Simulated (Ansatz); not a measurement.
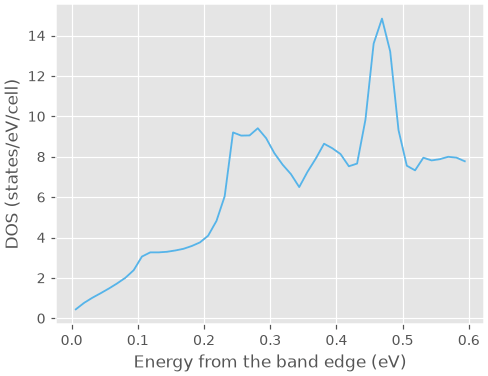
Figure: Density of states of MgV2O6 (C2/m) below the valence band maximum, PBEsol, rigid bands (Ansatz, an electronic-structure program); cell volume 118.6 Å³.

Problem. What effective density of states at 300 K does this give (∫ g(E) exp(−E/k_BT) dE, both spins, divided by the cell's size)?

Solution. 1.9e20 cm⁻³, a density-of-states mass of 3.9 mₑ, valleys and band degeneracy included.

Spin-orbit coupling is left out; where it splits the top of the valence band, N_v and the p-type Seebeck coefficient come out somewhat high without it. Geometry: cell and atoms relaxed with PBEsol.

Formula and space group known from diffraction (Crystallography Open Database), not checked to be the room-temperature form: MgV2O6 (C2/m). Treated as nonmagnetic, magnetic states not searched for: MgV2O6 (C2/m).
